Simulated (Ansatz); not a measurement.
```xyz
6

N    -3.0015    0.9626    2.1981
N    -1.5136   -0.8266    1.1674
P    -1.5724    0.3292    2.3646
H    -3.1379    1.6949    2.8982
H    -0.6961   -1.4067    1.0307
H    -2.2974   -0.9836    0.5388
```

Geometry: PBE0-D3(BJ)/def2-SVP.

These are results of isolated molecule in a Gaussian basis; Kohn-Sham density functional theory, functional PBE0 (Ansatz), not measurements.

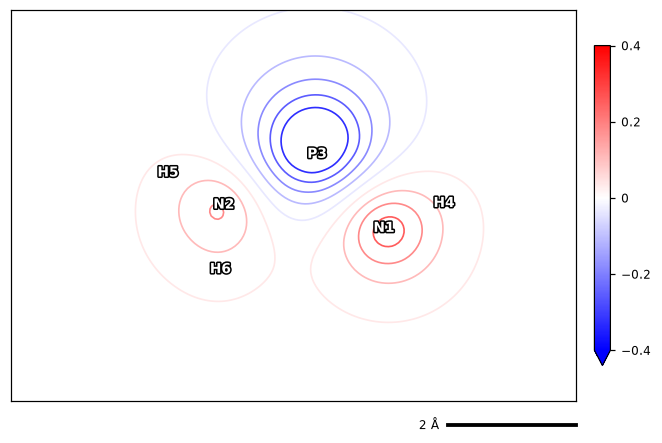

H$_{3}$N$_{2}$P (SMILES N=PN). The LUMO on a plane 0.8 Å above the molecular plane (values in Å⁻³ᐟ²; the overall sign is arbitrary).

Q: Where does this orbital lie, and at what energy?

A: It lies mainly on P3 (about 65 %), N1 (about 20 %) and N2 (about 10 %); it changes sign across the molecular plane (π type); π-antibonding (a node) across N1–P3. Its energy is −1.31 eV.
